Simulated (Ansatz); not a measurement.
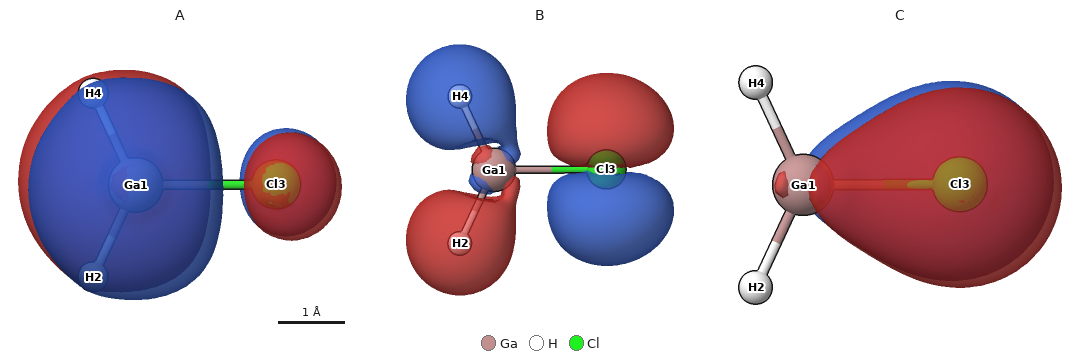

*ClGaH₂. Three frontier orbitals at ±0.08 Å⁻³ᐟ² (red and blue are the two phases), in no order.*

Method: Ansatz, RKS r2SCAN/def2-SVP.

Input file:

```
crystal:
  periodic: [false, false, false]
  atoms:
    - { symbol: Ga, position_ang: [0.126545, 0.0, 0.278229] }
    - { symbol: H, position_ang: [0.487691, 0.0, 1.783344] }
    - { symbol: Cl, position_ang: [2.295149, 0.0, -0.107785] }
    - { symbol: H, position_ang: [-0.951686, 0.0, -0.823588] }
basis:
  gaussian: { orbitals: def2-SVP }
hamiltonian:
  xc: r2scan
relax:
  f_tol: 0.03
  max_steps: 50
output:
  orbitals: {}
```

Command:

```sh
ansatz run input.yaml --threads 1 --pin off --max-ram 2048MiB --backend cpu --events-out ev --progress --plain --runs-dir out
```

The fields are those of the run's last geometry, not of the input's.

> Order the three orbitals by energy and name them.

C is the HOMO−1 (−8.05 eV). Its weight (Hirshfeld) is mainly on Cl3 (about 90 %) and Ga1 (about 10 %); it changes sign across the molecular plane (π type). B is the HOMO (−7.33 eV). By Hirshfeld shares it lies mainly on Cl3 (about 65 %), Ga1 (about 15 %), H2 (about 10 %) and H4 (about 10 %); it is symmetric in the molecular plane (an in-plane orbital: σ, lone-pair or in-plane π type). A is the LUMO (−2.25 eV). It lies mainly on Ga1 (about 80 %) and Cl3 (about 10 %); it changes sign across the molecular plane (π type).

> What is the HOMO–LUMO gap?

5.08 eV between the orbital energies.
